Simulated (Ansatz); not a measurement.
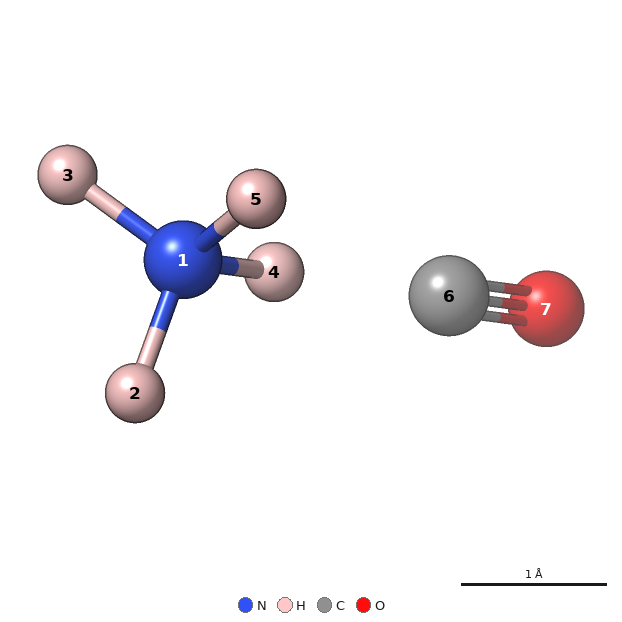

Orthographic view. Atoms fade into the background with distance from the viewer. Charge +1, singlet. The computed structure is the end point of a PBE0-D4/def2-TZVP optimisation.

Give the distance matrix in Å.

```tsv
atom	N1	H2	H3	H4	H5	C6	O7
N1	0.00						
H2	1.02	0.00					
H3	1.02	1.67	0.00				
H4	1.05	1.69	1.69	0.00			
H5	1.02	1.67	1.67	1.69	0.00		
C6	3.05	3.53	3.53	2.01	3.53	0.00	
O7	4.17	4.61	4.61	3.12	4.61	1.12	0.00
```
